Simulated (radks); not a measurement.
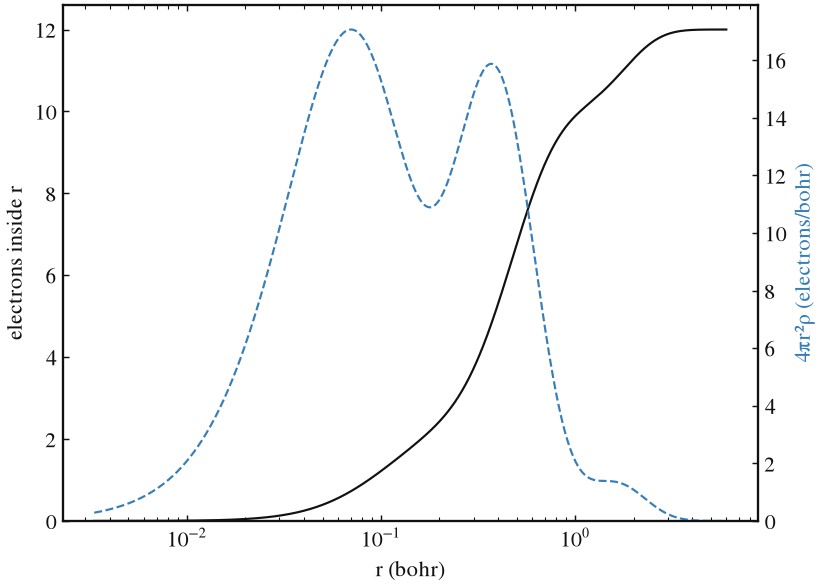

The phosphorus ion P³⁺; electrons: [Ne] 3p2 (high spin). Theory: scalar-relativistic Kohn-Sham, r2SCAN, spin-polarised, spherical densities, finite nucleus (computed with the in-house radial solver radks).

The plot shows the number of electrons inside radius r (solid) and the radial density 4πr²ρ (dashed).

Describe it and give its main numbers.

The count levels off at 12 electrons. Half of them lie within 0.447 bohr, 90 % within 1.61 bohr and 99 % within 2.96 bohr. The radial density has a minimum at 0.178 bohr, where the count stands at 2.2; this parts the shells that the density resolves.
